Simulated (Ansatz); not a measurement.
**MgI2 (P-3m1): refractive index against wavelength**

The refractive index of MgI2 (P-3m1) along x below the direct gap (3.64 eV on the mesh) is read from one computed spectrum, n = √(Re ε). x, y and z are the Cartesian axes of the input cell.

Cell: a, b, c = 4.140, 4.140, 6.880 Å (primitive vectors), 3 atoms.

Method: Ansatz 0.2.0, PBE, independent particles, k-mesh 9×9×5 with interpolation inside its cells, Gaussian parameter 0.2 eV.

Launch of the response step: `ansatz run input.yaml --threads 4 --pin off --max-ram 8192MiB --backend cpu --events-out ev --progress --plain --runs-dir out`. The run took 32 s, on 4 threads of Intel(R) Xeon(R) Platinum 8488C (Sapphire Rapids), on a shared host.

```tsv
wavelength (nm)	photon energy E (eV)	n
1550	0.800	2.2583
1310	0.946	2.2643
1064	1.165	2.2755
850	1.459	2.2947
700	1.771	2.3213
633	1.959	2.3407
532	2.331	?
```

In the single-oscillator model n² − 1 = E₀E_d/(E₀² − E²), so 1/(n² − 1) = E₀/E_d − E²/(E₀E_d) is linear in E².

Working, on the rows shown:

| x = E² (eV²) | y = 1/(n² − 1) |
| --- | --- |
| 0.639837 | 0.243907 |
| 0.895757 | 0.242304 |
| 1.35784 | 0.239355 |
| 2.12762 | 0.234431 |
| 3.13716 | 0.227872 |
| 3.83641 | 0.22327 |

Means: x̄ = 1.9991, ȳ = 0.23519. Σ(x − x̄)(y − ȳ) = -0.05269, Σ(x − x̄)² = 8.164. Slope = -0.05269 / 8.164 = -0.006455; intercept = ȳ − slope · x̄ = 0.24809. Turned back into n, the line misses the rows shown by at most 0.00028.

Task: What does the fit predict for the withheld row, and how well does it do?

Result: At x = 5.4314 the line gives y = 0.21303, that is 2.3862. The run gave 2.3888, so the extrapolation is off by 0.0026, 2.0 % of the range in the table.

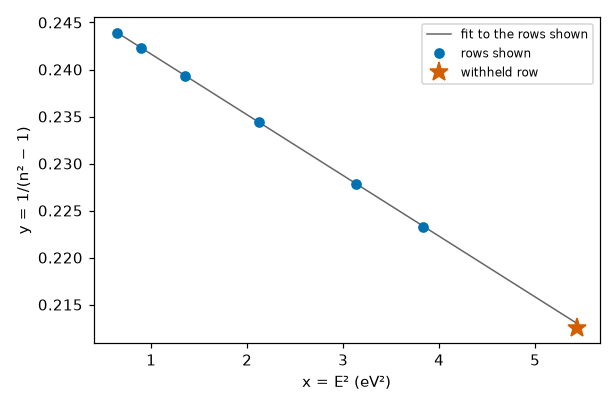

Refitted with all rows, the slope is -0.006545 and the intercept 0.24824. These give E₀ = √(intercept/−slope) = 6.16 eV and E_d = E₀/intercept = 24.8 eV; E₀ is 1.7 times the direct gap. The electronic limit at long wavelengths, without lattice vibrations, is n = √(1 + 1/intercept) = 2.242. The cell comes from an older database entry, whose edges can be off by a per cent or so. Excitons are left out and so are local fields; PBE gaps are as a rule too small. Spin-orbit coupling is left out.

[Logs are printed without paths, hosts, clocks, repeated set-up lines and the standing remarks that a program may print on its own settings, such as how far it seeks lower states.]
